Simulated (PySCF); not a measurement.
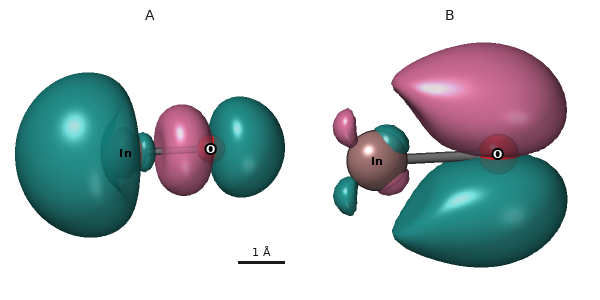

*InO (charge −1). Two frontier orbitals, each drawn at the value that holds 80 % of its norm (teal and pink are the two phases), in no order; of a degenerate pair one member is drawn.*

Core potentials replace the inner electrons of In.

All numbers below come from PBE0/def2-TZVPPD, non-relativistic Hamiltonian with scalar-relativistic core potentials where named, at a bond length of 1.919 Å in PySCF 2.14.0.

Label each orbital by symmetry, say whether it is occupied, and order them by energy.

Answer. Orbital B: π, occupied, −1.00 eV; mainly on O (80 %).
Orbital A: σ, occupied, −0.50 eV; shared between the atoms (In 55 %, O 45 %).
